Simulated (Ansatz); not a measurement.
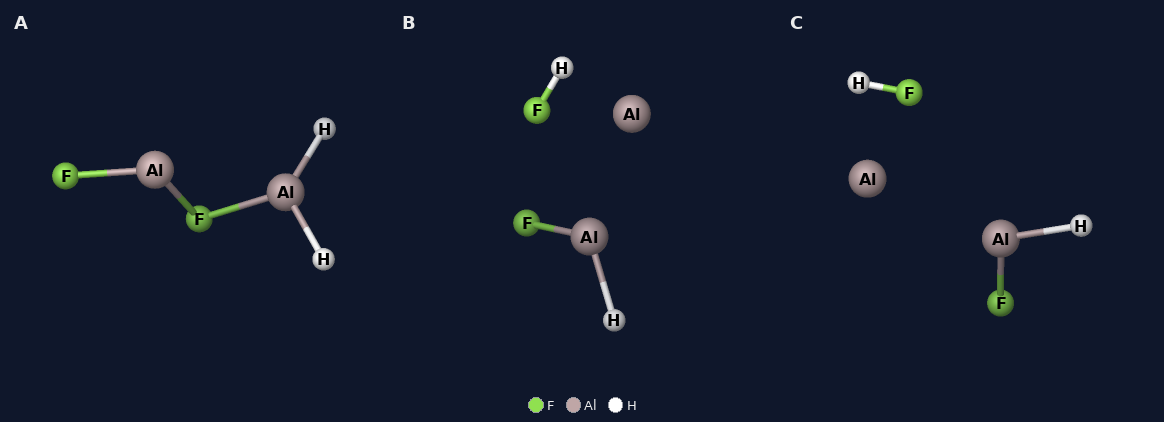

3 stationary structures of one formula. Geometries: PBE-D4/def2-SVP. Electronic energies: PBE-D4/def2-SVP (Ansatz 0.2.0), without zero-point energy. No frequency run is at hand to confirm each as a minimum.

### Rank them by energy, lowest first.

A is lowest (Cs); B lies 283.9 kJ/mol above it (C1), C lies 284.6 kJ/mol above it.
